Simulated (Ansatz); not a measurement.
# Cl2GaH: the cost of one run

Program: Ansatz 0.2.0. Level of theory: RKS revPBE/def2-SVP. These are calculated values, not measurements.

## Step 1: The structure to begin with

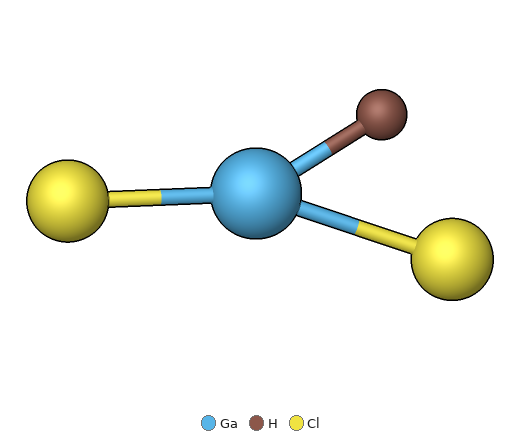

The starting structure, seen from a chosen angle (gallium blue, hydrogen brown, chlorine yellow).

Coordinates:

```xyz
4

Ga    0.0000    0.0000    0.0000
H     0.9098    0.0000    1.5183
Cl    2.4075    0.0000    0.3969
Cl   -1.9398    0.0000   -1.1200
```

## Step 2: Pulling towards end A

Springs on the bonds that form and break draw the guess towards this end; the thresholds are loose.

input.yaml reads:

```yaml
crystal:
  periodic: [false, false, false]
  atoms:
    - { symbol: Ga, position_ang: [0.0, 0.0, 0.0] }
    - { symbol: H, position_ang: [0.9098, 0.0, 1.5183] }
    - { symbol: Cl, position_ang: [2.4075, 0.0, 0.3969] }
    - { symbol: Cl, position_ang: [-1.9398, 0.0, -1.12] }
basis:
  gaussian: { orbitals: def2-SVP }
hamiltonian:
  xc: revpbe
relax:
  f_tol: 0.15
  max_steps: 25
  restrain:
    - { distance: [1, 2], at: 2.57, k: 30.0 }
    - { distance: [0, 1], at: 1.57, k: 30.0 }
    - { distance: [0, 2], at: 2.24, k: 30.0 }
output:
  orbitals: {}
```

On the command line:

```bash
$ ansatz run input.yaml --threads 1 --pin off --max-ram 2048MiB --backend cpu --events-out ev --progress --plain --runs-dir out
```

Q: Estimate wall time and peak memory on 1 thread of Arm Neoverse V1, shared host.

About 12 s, with a peak of 0.12 GiB.
